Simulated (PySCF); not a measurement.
## C$_{2}$H$_{10}$OPSi$_{3}$: EPR calculation

System: C$_{2}$H$_{10}$OPSi$_{3}$, multiplicity 2.
Method: UKS B3LYP, pcH-1 on C H O P Si, non-relativistic, mean-field spin-orbit, GIAO (PySCF 2.14.0).

It belongs to a series of runs on one base structure; here: H removed from sp2 C.

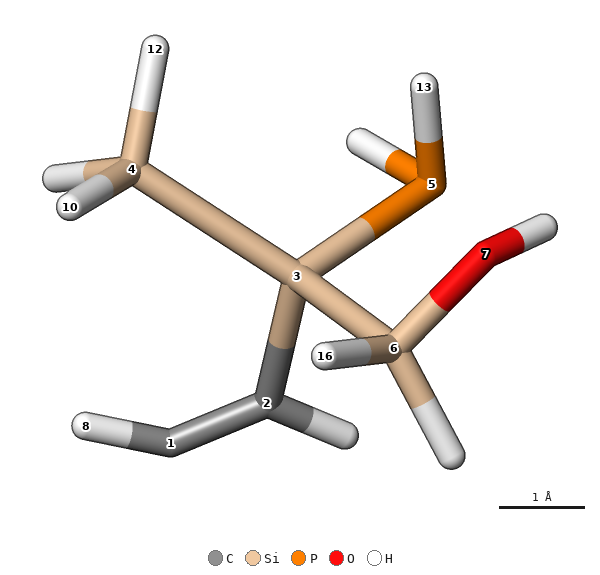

Fig. 1: The structure (stick view, seen at a tilt; atoms are numbered from 1 in the order of the input).

Input file:
```
{"job": {"kind": "epr", "basis": "pcH-1"}, "charge": 0, "multiplicity": 2}
C      0.257984    -1.988251     2.224430
C      0.557737    -1.741201     1.007263
Si    -0.008227    -0.157592    -0.018449
Si    -1.871308     0.833522     1.009596
P     -0.516512    -1.148778    -2.015640
Si     1.918642     1.100045    -0.482844
O      1.757344     1.748174    -1.966914
H     -0.301511    -1.503177     2.993199
H      1.155879    -2.408084     0.400146
H     -1.451032     1.898613     1.923827
H     -2.657251    -0.129851     1.787297
H     -2.800735     1.436559     0.046574
H     -1.195571    -0.042099    -2.495345
H     -1.686669    -1.743579    -1.582793
H      3.169458     0.334111    -0.415231
H      2.031072     2.310595     0.321169
H      1.633700     1.213023    -2.746193
```

The first line tells a small driver script what to run in PySCF; the rest is the geometry in Å.

Machine: 1 CPU thread, shared host.

Launched with:
```bash
OMP_NUM_THREADS=1 python <driver script> task.json out
```

What the program printed:
```
UKS, coarse grid
  cycle   1  E = -1367.13857142  |g| = 6.25e-01
  cycle   2  E = -1366.85915841  |g| = 1.04e+00
  cycle   3  E = -1367.27489943  |g| = 1.07e-01
  cycle   4  E = -1367.27851582  |g| = 5.51e-02
  cycle   5  E = -1367.28006134  |g| = 1.61e-02
  cycle   6  E = -1367.28018244  |g| = 9.02e-03
  cycle   7  E = -1367.28023286  |g| = 2.62e-03
  cycle   8  E = -1367.28024500  |g| = 1.43e-03
  cycle   9  E = -1367.28025029  |g| = 6.08e-04
UKS, final grid
  cycle   1  E = -1367.28028279  |g| = 6.09e-04
  cycle   2  E = -1367.28028283  |g| = 8.55e-04
  cycle   3  E = -1367.28028326  |g| = 2.12e-04
  cycle   4  E = -1367.28028332  |g| = 1.45e-04
  cycle   5  E = -1367.28028337  |g| = 6.69e-05
  cycle   6  E = -1367.28028338  |g| = 1.13e-05
E = -1367.28028338 Eh   <S^2> = 0.7585 (exact 0.7500)
g shifts (ppm)      1          2          3
  rmc          -151       -151       -151
  gc             24          7        -59
  oz_so        -622         65        763
  total        -749        -79        552
hyperfine (MHz)  atom isotope    a_iso     a_fc   dipolar eigenvalues
    0   13C     290.66     290.80    -76.01    -56.38    132.39
    1   13C     -29.84     -29.83    -17.51      0.27     17.23
    2  29Si    -123.75    -123.99    -34.07     16.82     17.24
    3  29Si       3.09       3.09     -0.40     -0.08      0.48
    4   31P      -0.34      -0.33     -2.78     -2.45      5.23
    5  29Si      -0.87      -0.88     -1.10      0.35      0.76
    6   17O      -1.54      -1.54     -2.00      0.98      1.02
    7    1H      56.68      56.69    -29.70     -6.78     36.48
    8    1H     138.79     138.80     -6.21     -5.21     11.41
    9    1H       1.00       1.00     -0.95     -0.70      1.65
   10    1H      -0.43      -0.43     -1.67     -1.31      2.98
   11    1H      -0.46      -0.46     -0.70     -0.40      1.10
   12    1H       4.45       4.45     -0.99     -0.13      1.12
   13    1H       2.42       2.41     -1.13     -0.57      1.70
   14    1H      -1.16      -1.16     -0.83     -0.55      1.39
   15    1H       0.81       0.81     -0.69     -0.43      1.13
   16    1H      -0.41      -0.41     -0.85     -0.20      1.05
```

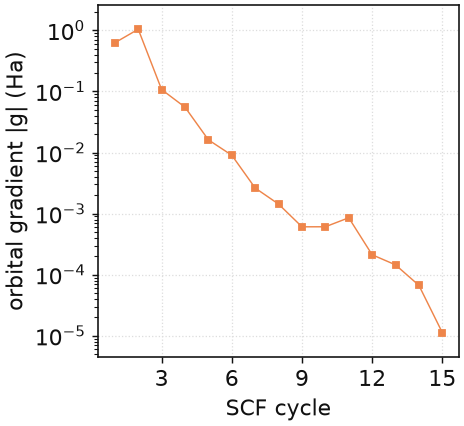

Fig. 2: Convergence of the self-consistent field: orbital gradient |g| against the SCF cycle. All cycles printed in the log are drawn one after another.

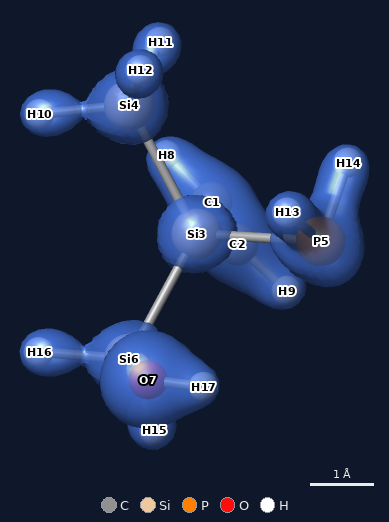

Fig. 3: Isosurface of the electron density at 0.8 e/Å³ (blue), seen at an oblique angle. At this value the surface falls into seven separate pieces. It is pinched off along the C–Si (1.97 Å) and Si–P (2.29 Å) contacts. On the grid the lowest density along these lines, outside the cores, is 2.5 e/Å³ (C–C, 1.28 Å), 1 e/Å³ (Si–O, 1.63 Å), 0.67 e/Å³ (C–Si, 1.97 Å) and 0.62 e/Å³ (Si–P, 2.29 Å).

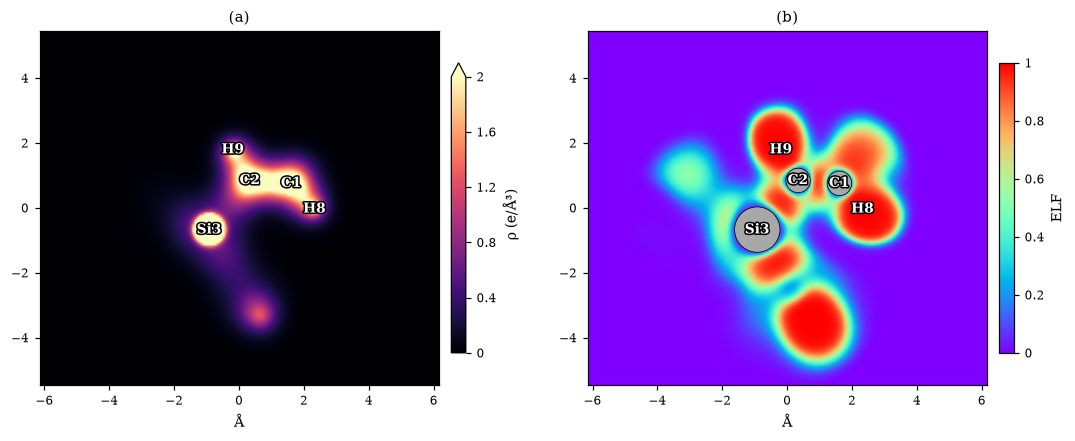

Fig. 4: (a) total electron density; (b) ELF on the plane of atoms C1, C2 and H9. Grey discs, where drawn, cover atomic cores. The section cuts through C, Si and H sites.

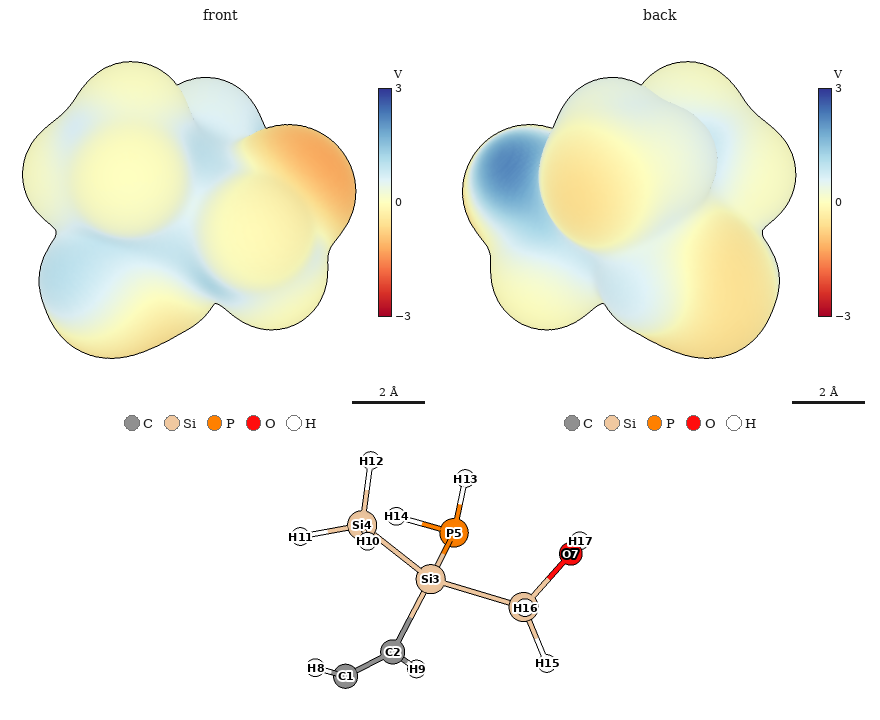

Fig. 5: The molecular electrostatic potential painted on the density surface at 0.001 e/bohr³, seen face on and from behind; the colour scale runs from red (negative) to blue (positive). The bare structure is drawn below in the same view. A positive charge is drawn to the negative regions and a negative charge to the positive ones.

Results in brief:

| quantity | value |
| --- | --- |
| outcome | converged |
| total energy | −1367.280283 hartree |
| ⟨S²⟩ | 0.759 |
| isotropic g | 2.0022 |
| wall time | 2.1 min |
| peak memory | 1.2 GiB |
